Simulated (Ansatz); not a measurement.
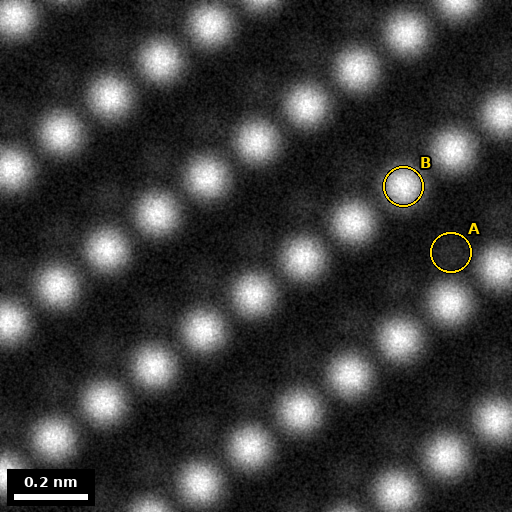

Dark-field STEM-like image of BiP (P-6m2, No. 187) along [201]. Simulation: incoherent imaging, intensity Z^1.7 per atom, probe width 0.80 Å, thin sample. The display is stretched by a gamma of 0.65; percentages refer to the linear signal. Shot noise was added. Model: the geometry relaxed with Ansatz, DFT PBEsol, scalar-relativistic, plane waves, PAW; the starting structure was generated, so it need not be a known form of this composition.

```cif
data_structure
_symmetry_space_group_name_H-M 'P 1'
_symmetry_Int_Tables_number 1
_cell_length_a 3.8504
_cell_length_b 3.8504
_cell_length_c 3.7439
_cell_angle_alpha 90.000
_cell_angle_beta 90.000
_cell_angle_gamma 120.000
_cell_volume 48.07
loop_
_atom_site_label
_atom_site_type_symbol
_atom_site_fract_x
_atom_site_fract_y
_atom_site_fract_z
_atom_site_occupancy
Bi1 Bi 0.00000 0.00000 0.00000 1
P1 P 0.66667 0.33333 0.50000 1
```

### Name the elements in each circled column.

A: P (1 P per 8.56 Å along the beam; about 5 % of the brightest peak). B: Bi (1 Bi per 8.56 Å along the beam; the brightest kind). Brightness is counted from the darkest point of the image.
